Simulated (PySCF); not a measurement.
GeOF: frequency calculation

System: GeOF, multiplicity 2.
Method: UKS-based PBE0, Ge def2-TZVP, O def2-TZVP, F def2-TZVP; non-relativistic Hamiltonian; density fitting (PySCF 2.14.0).

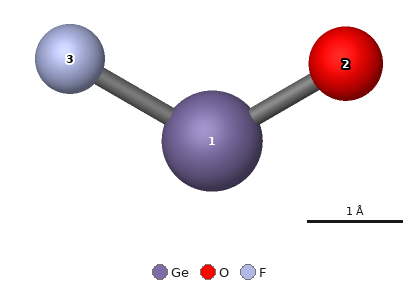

Fig. 1: The input geometry (ball-and-stick view, seen at a tilt; atoms are numbered from 1 in the order of the input). Sticks mark near contacts. Bond lengths as drawn: F–Ge 1.74 Å and Ge–O 1.67 Å.

### Input file
```python
from pyscf import gto, scf, dft
mol = gto.M(atom='''
Ge     0.005604    -0.287483    -0.057347
O     -0.012190     0.625301    -1.458580
F     -0.011314     0.580364     1.451332''',
    basis={'Ge': 'def2-TZVP', 'O': 'def2-TZVP', 'F': 'def2-TZVP'},
    charge=0, spin=1)
mf = dft.UKS(mol, xc='PBE0')
mf.grids.atom_grid = (75, 302)
aux = {'Ge': 'def2-universal-JKFIT', 'O': 'def2-universal-JKFIT', 'F': 'def2-universal-JKFIT'}
mf = mf.density_fit(auxbasis=aux)
mf.conv_tol = 1e-09
mf.diis_space = 10
mf.max_cycle = 60
mf.verbose = 4
mf.kernel()
```

The script is an equivalent of the set-up of the self-consistent field. The run itself was carried out by a driver, which started from the orbitals of the step before it where there was one and computed the further properties.

Run on 4 threads of Arm Neoverse V1, 24 GiB of memory available, shared host.

Run as:
```bash
OMP_NUM_THREADS=4 python axn.py task.json out
```

### What the program printed
```
init E= -2251.69568380609
  alpha nocc = 25  HOMO = -0.319632980092776  LUMO = -0.0708198157383535
  beta  nocc = 24  HOMO = -0.32996387789601  LUMO = -0.182656117200416
  HOMO = -0.319632980093  LUMO = -0.1826561172  gap/eV = 3.72733
cycle= 1 E= -2251.69568380607  delta_E= 2.18e-11  |g|= 7.94e-06  |ddm|= 6.46e-06
  alpha nocc = 25  HOMO = -0.319632680943463  LUMO = -0.0708194947926017
  beta  nocc = 24  HOMO = -0.32996082315542  LUMO = -0.182654595107181
  HOMO = -0.319632680943  LUMO = -0.182654595107  gap/eV = 3.72736
Extra cycle  E= -2251.6956838059  delta_E= 1.71e-10  |g|= 2.17e-05  |ddm|= 1.66e-05
converged SCF energy = -2251.6956838059  <S^2> = 0.76210511  2S+1 = 2.0120687
```

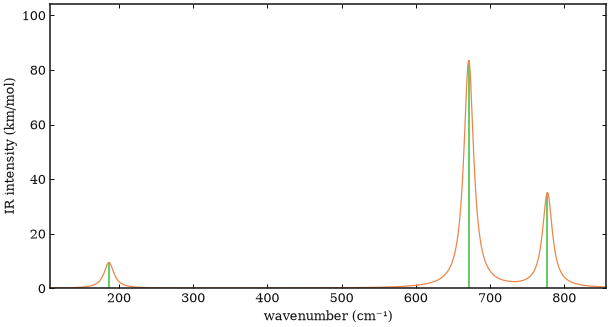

Fig. 2: Harmonic infrared spectrum, unscaled: sticks (degenerate modes added up, dark ones marked on the axis) with a Lorentzian envelope of 16 cm⁻¹ full width, scaled to the tallest stick. 3 modes from 187 to 777 cm⁻¹, none imaginary. The strongest line is at 671 cm⁻¹ (83 km/mol). All modes, in cm⁻¹ (km/mol): 187 (9.5), 671 (83), 777 (35).

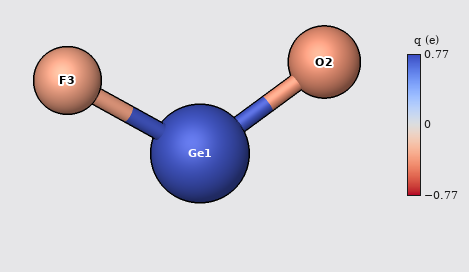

Fig. 3: Mulliken charges, as the colour of each atom (ball-and-stick view, seen at a tilt; atoms are numbered from 1 in the order of the input). By element: Ge +0.73, O −0.39 and F −0.34 e.

### Results in brief

- outcome: converged
- total energy: −2251.695684 hartree
- ⟨S²⟩: 0.762
- zero-point energy: 0.003726 hartree
- dipole moment: 2.43 D
- wavenumbers, lowest and highest: 187 and 777 cm⁻¹
- wall time: 45 s (CPU time 2.3 min)
- peak memory: 1 GiB
